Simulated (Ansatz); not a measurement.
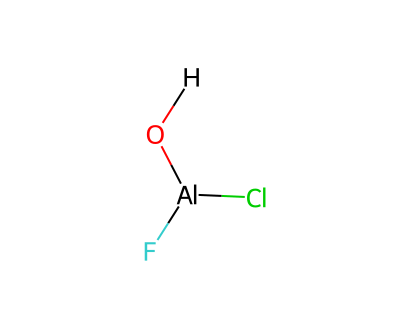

(Drawn from a calculation with Ansatz.)

2D structure.

Question: Transcribe the drawing into SMILES.

Answer: [OH][Al]([F])[Cl]

Question: Give the formula, hydrogens included.

Answer: AlClFHO.

Question: An optimisation with PBE-D4/def2-SVP gave a structure of which point group?

Answer: Cs.
